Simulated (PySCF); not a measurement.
## Frequency calculation of MoF3

The run: frequency calculation of MoF3, multiplicity 4. Method and program: UKS-based B3LYP, Mo def2-SVP with ECP28, F def2-SVP; non-relativistic Hamiltonian with a scalar-relativistic core potential; density fitting (PySCF 2.14.0).

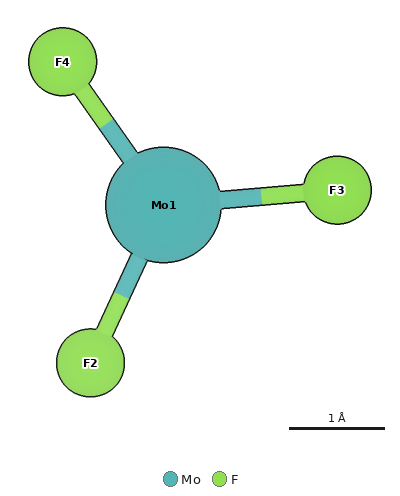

Figure 1. The input geometry (ball-and-stick view, seen on its broad side; atoms are numbered from 1 in the order of the input). Sticks mark near contacts.

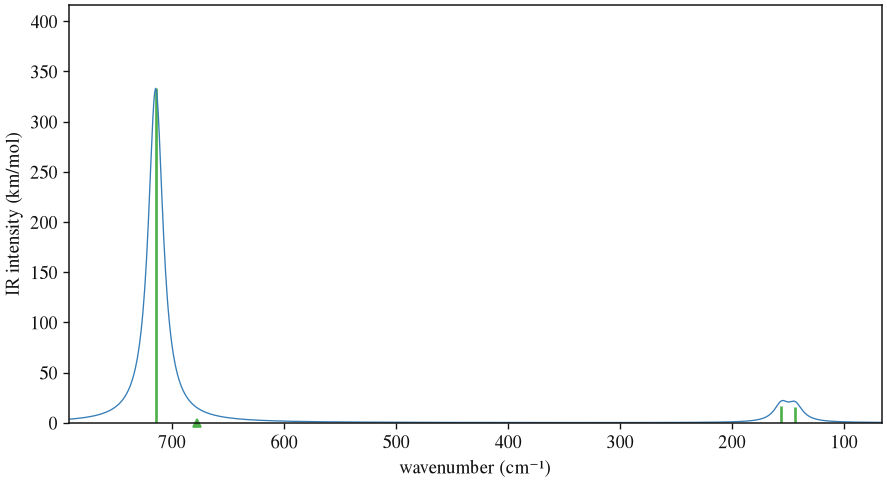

Figure 2. Harmonic infrared spectrum, unscaled: sticks (degenerate modes added up, dark ones marked on the axis) with a Lorentzian envelope of 16 cm⁻¹ full width, scaled to the tallest stick. 6 modes from 143 to 714 cm⁻¹, none imaginary. The strongest line is at 714 cm⁻¹ (333 km/mol). All modes, in cm⁻¹ (km/mol): 143 (16.0), 156 (8.5), 156 (8.5), 678 (0.0), 714 (167), 714 (167).

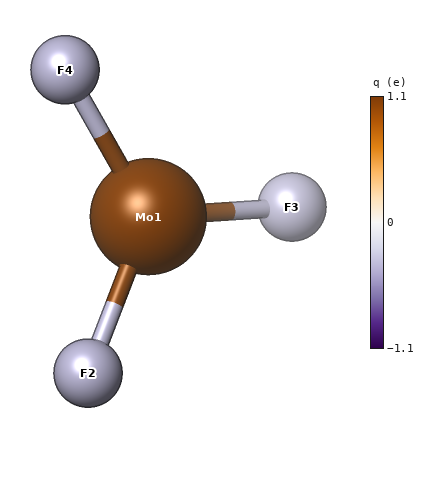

Figure 3. Mulliken charges, as the colour of each atom (ball-and-stick view, seen at a tilt; atoms are numbered from 1 in the order of the input). By element: Mo +1.07 and F −0.36 e.

The input and output of the run follow.

### Input file
```python
from pyscf import gto, scf, dft
mol = gto.M(atom='''
Mo    -0.000000     0.000000    -0.000000
F     -0.004996     0.000000     1.858219
F      1.611763     0.000000    -0.924783
F     -1.606767     0.000000    -0.933436''',
    basis={'Mo': 'def2-SVP', 'F': 'def2-SVP'},
    ecp={'Mo': 'def2-SVP'},
    charge=0, spin=3)
mf = dft.UKS(mol, xc='B3LYP')
mf.grids.atom_grid = (75, 302)
aux = {'Mo': 'def2-universal-JKFIT', 'F': 'def2-universal-JKFIT'}
mf = mf.density_fit(auxbasis=aux)
mf.conv_tol = 1e-09
mf.diis_space = 10
mf.max_cycle = 60
mf.verbose = 4
mf.kernel()
```

The script is an equivalent of the set-up of the self-consistent field. The run itself was carried out by a driver, which started from the orbitals of the step before it where there was one and computed the further properties.

Command:
```bash
OMP_NUM_THREADS=2 python axn.py task.json out
```

### Output
```
init E= -367.614175408728
  alpha nocc = 22  HOMO = -0.252044498538383  LUMO = -0.0511826991147903
  beta  nocc = 19  HOMO = -0.421363034840244  LUMO = -0.118282502455099
  HOMO = -0.252044498538  LUMO = -0.118282502455  gap/eV = 3.63985
cycle= 1 E= -367.614175408705  delta_E= 2.29e-11  |g|= 8.7e-06  |ddm|= 9.08e-06
  alpha nocc = 22  HOMO = -0.252042322850108  LUMO = -0.0511807483762647
  beta  nocc = 19  HOMO = -0.42136480337997  LUMO = -0.118280326089668
  HOMO = -0.25204232285  LUMO = -0.11828032609  gap/eV = 3.63985
Extra cycle  E= -367.614175408582  delta_E= 1.23e-10  |g|= 1.99e-05  |ddm|= 1.94e-05
converged SCF energy = -367.614175408582  <S^2> = 3.7562868  2S+1 = 4.0031422
```

### Key numbers

| quantity | value |
| --- | --- |
| outcome | converged |
| total energy | −367.614175 hartree |
| ⟨S²⟩ | 3.756 |
| zero-point energy | 0.005833 hartree |
| dipole moment | 0.00 D |
| wavenumbers, lowest and highest | 143 and 714 cm⁻¹ |
| hardware | 2 threads of Arm Neoverse N1, 98 GiB of memory available, shared host |
| wall time | 42 s (CPU time 75 s) |
| peak memory | 0.88 GiB |
